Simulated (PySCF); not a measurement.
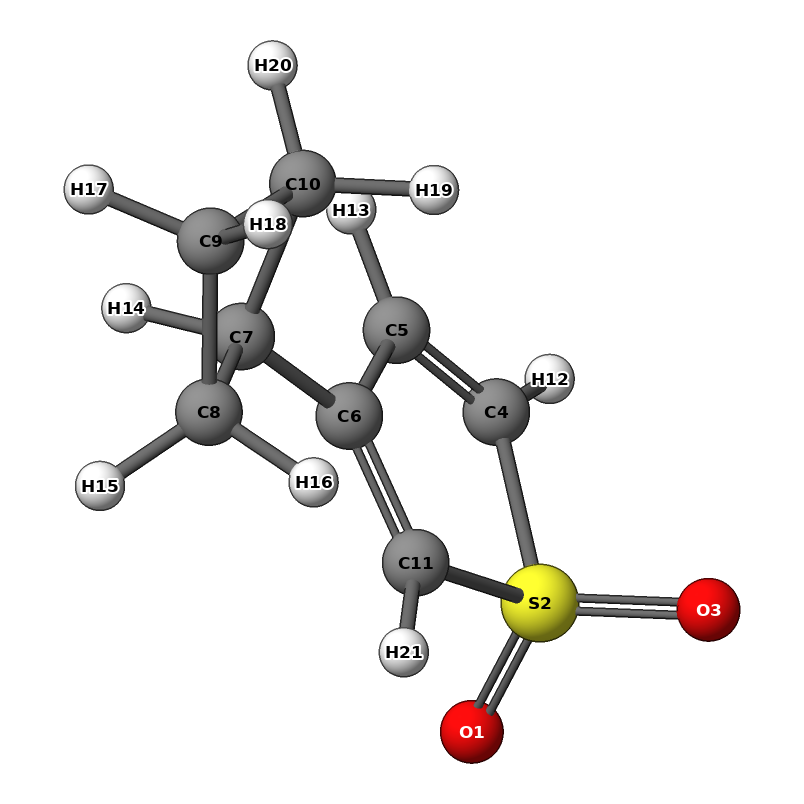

The questions are on isotropic NMR shieldings of the H atoms. The geometry was computed by an optimisation with PBE0-D3(BJ)/def2-SVP. No frequency run is at hand to confirm it as a minimum. Method: GIAO PBE0/pcSseg-1 NMR shielding, non-relativistic, gas phase (PySCF 2.14.0).

Question: Which H atom is the most shielded (lowest chemical shift)?

Answer: H19 (29.55 ppm).

Question: Which H atom is the least shielded (highest chemical shift)?

Answer: H12 (24.71 ppm).

Question: How wide is the range of H shifts?

Answer: 4.84 ppm.

Give the isotropic NMR shieldings of the H atoms atom by atom.

| atom | σ (ppm) |
| --- | --- |
| H12 | 24.71 |
| H13 | 24.99 |
| H14 | 28.37 |
| H15 | 29.22 |
| H16 | 29.25 |
| H17 | 29.28 |
| H18 | 29.51 |
| H19 | 29.55 |
| H20 | 29.17 |
| H21 | 25.24 |
